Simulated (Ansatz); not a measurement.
# C2H4BrNSi: the cost of one run

Computed with Ansatz 0.2.0, driven from Python. Level of theory: PBE0/def2-TZVP.

## 1. Starting point

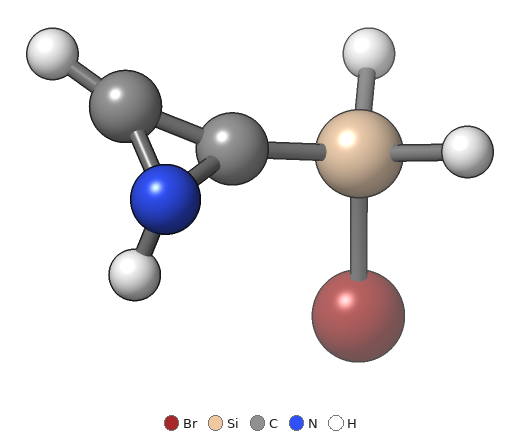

The starting structure, viewed from a chosen angle; bromine red, silicon light orange, carbon grey, nitrogen blue, hydrogen white.

The script holds or builds the structure itself.

## 2. The code

File bde_c2h4brnsi.py:

```python
import ansatz as az


def single_point(molecule, charge=0, unpaired=0):
    calc = molecule.calculation().basis(gaussian='def2-TZVP').functional('PBE0')
    if charge:
        calc = calc.charge(charge)
    if unpaired:
        calc = calc.spin('collinear', total=unpaired)
    return calc.run(threads=1, pin='off').report['free_energy_ev']

GEOMETRY = '''
Br   -2.51530    0.87420   -0.65670
Si   -0.88550    0.69520    0.75990
C     0.37260   -0.12160   -0.02040
C     1.24180   -1.13620   -0.23920
N     1.32720   -0.08160   -1.03960
H    -0.50510    2.07270    1.22670
H    -1.36810   -0.04720    1.94210
H     1.50420   -2.13810   -0.08290
H     0.91680   -0.16370   -1.90700
'''

def without(molecule, index):
    rest = az.Crystal.molecule()
    for i, site in enumerate(molecule.cartesian_sites):
        if i != index:
            rest = rest.atom(site.symbol, site.position_ang)
    return rest


def main() -> None:
    geometry = az.Crystal.molecule()
    for line in GEOMETRY.strip().splitlines():
        symbol, *xyz = line.split()
        geometry = geometry.atom(symbol, [float(v) for v in xyz])

    whole = single_point(geometry, 0)
    hydrogen = single_point(az.Crystal.molecule().atom('H', (0, 0, 0)), 0, 1)
    print(f'E(molecule) = {whole:.5f} eV, E(H) = {hydrogen:.5f} eV')
    for index in [6, 7, 8]:
        radical = single_point(without(geometry, index), 0, 1)
        print(f'H{index}: homolysis {23.060548 * (radical + hydrogen - whole):.1f} kcal/mol')


if __name__ == '__main__':
    main()
```

## 3. What the engine is handed

The engine receives this input (first run):

```yaml
crystal:
  periodic: [false, false, false]
  atoms:
    - { symbol: Br, position_ang: [-2.5153, 0.8742, -0.6567] }
    - { symbol: Si, position_ang: [-0.8855, 0.6952, 0.7599] }
    - { symbol: C, position_ang: [0.3726, -0.1216, -0.0204] }
    - { symbol: C, position_ang: [1.2418, -1.1362, -0.2392] }
    - { symbol: "N", position_ang: [1.3272, -0.0816, -1.0396] }
    - { symbol: H, position_ang: [-0.5051, 2.0727, 1.2267] }
    - { symbol: H, position_ang: [-1.3681, -0.0472, 1.9421] }
    - { symbol: H, position_ang: [1.5042, -2.1381, -0.0829] }
    - { symbol: H, position_ang: [0.9168, -0.1637, -1.907] }
basis:
  gaussian:
    orbitals: def2-TZVP
hamiltonian:
  xc: pbe0
```

## 4. Launch

Run with:

```sh
python bde_c2h4brnsi.py
```

What time and memory should one allow on 1 thread of Arm Neoverse V1, shared host?

About 2.7 min, with a peak of 1.1 GiB.
